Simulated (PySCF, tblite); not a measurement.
# C₆H₁₆N₂Si: geometry, infrared bands and NMR shifts

Aim: predict the infrared bands and NMR shifts of C₆H₁₆N₂Si (`C=CCN(CC)N(C)[SiH3]`).

Programs: tblite 0.8.0 and PySCF 2.14.0, with density-fitted response routines of our own. Each step states its level of theory. These are calculated values for one molecule in the gas phase, unless marked as measured. Atoms count from 0, in the outputs and in this text.

**1. Starting geometry**

25 atoms, charge 0, multiplicity 1; geometry from: force field or distance geometry start.

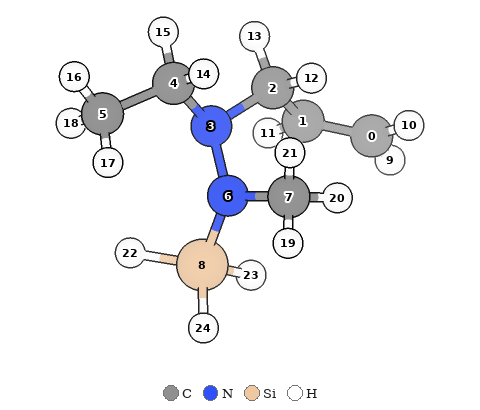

The starting geometry (carbon grey, nitrogen blue, silicon light orange, hydrogen white), atoms numbered.

**2. Geometry optimisation with GFN2-xTB**

Job settings and geometry (Å):

```
{"job": {"kind": "relax", "xc": "GFN2-xTB", "basis": "xTB"}, "charge": 0, "multiplicity": 1}
C      2.695500    -1.440200    -1.324000
C      1.876300    -0.365300    -1.416000
C      1.460800     0.472500    -0.235700
N     -0.014000     0.679300    -0.167300
C     -0.344800     1.752100     0.798900
C     -1.805600     2.199800     0.704800
N     -0.796200    -0.551000     0.146500
C     -0.247300    -1.359800     1.243600
Si    -1.663200    -1.203800    -1.181900
H      2.950800    -1.998900    -2.209000
H      3.083900    -1.779800    -0.375500
H      1.504800    -0.067900    -2.379700
H      1.859800     0.101000     0.714600
H      1.926600     1.454200    -0.405400
H     -0.104000     1.484700     1.825800
H      0.263600     2.635700     0.565300
H     -1.957500     3.079000     1.349600
H     -2.488500     1.412900     1.046100
H     -2.069700     2.484900    -0.310300
H     -1.016500    -2.040100     1.639200
H      0.587600    -1.975300     0.917800
H      0.069600    -0.754200     2.092300
H     -2.361700    -0.104000    -1.899300
H     -0.751900    -1.939400    -2.086800
H     -2.669300    -2.152100    -0.646000
```

On the command line:

```sh
OMP_NUM_THREADS=1 python probes_run.py task.json out
```

One launch serves the whole session: the jobs run in the order shown.

**Question.** This job is followed by: GFN2-xTB harmonic vibrations, gas phase; GIAO PBE0/pcSseg-1 NMR shielding, non-relativistic, gas phase. What will the session give for the following? strongest single infrared mode (GFN2-xTB); zero-point energy (GFN2-xTB); 13C shifts against TMS (PBE0/pcSseg-1); 1H shifts against TMS (PBE0/pcSseg-1, means over atoms taken as alike); 15N shifts against NH3 (PBE0/pcSseg-1); 29Si shifts against TMS (PBE0/pcSseg-1); surface potential, least and greatest.

As calculated:

| quantity | value |
| --- | --- |
| strongest single infrared mode (GFN2-xTB) | 2152 cm⁻¹, 400 km/mol |
| zero-point energy (GFN2-xTB) | 130.2 kcal/mol |
| 13C shifts against TMS (PBE0/pcSseg-1) | 148.1, 123.1, 63.6, 48.1, 23.1, 15.3 ppm |
| 1H shifts against TMS (PBE0/pcSseg-1, means over atoms taken as alike) | 6.49, 5.70, 5.43, 4.78, 3.42, 2.56, 2.32, 1.12 ppm |
| 15N shifts against NH3 (PBE0/pcSseg-1) | 105.8, 56.7 ppm |
| 29Si shifts against TMS (PBE0/pcSseg-1) | -42.0 ppm |
| surface potential, least and greatest | -0.82 V and 0.79 V |

What this shows: Over 121 steps the energy fell by 0.335 eV; of the close pairs, N3–N6 changed most, 1.491 to 1.407 Å. No mode is imaginary among the 69: a minimum at this level. The strongest single mode, at 2152 cm⁻¹, moves mainly H23. Unscaled tight-binding wavenumbers are off by several per cent, some by more. Its intensities can rank the bands wrongly. C1 (alkene CH) lies farthest downfield among carbon, at 148.1 ppm; as expected for a trigonal carbon in a double bond. H11 (hydrogen on an alkene CH) lies farthest downfield among hydrogen, at 6.49 ppm; attached to an sp2 carbon and in the plane of the double bond. At PBE0/pcSseg-1: The widest tensor belongs to C1: span 236 ppm, with a paramagnetic part of -219 ppm.
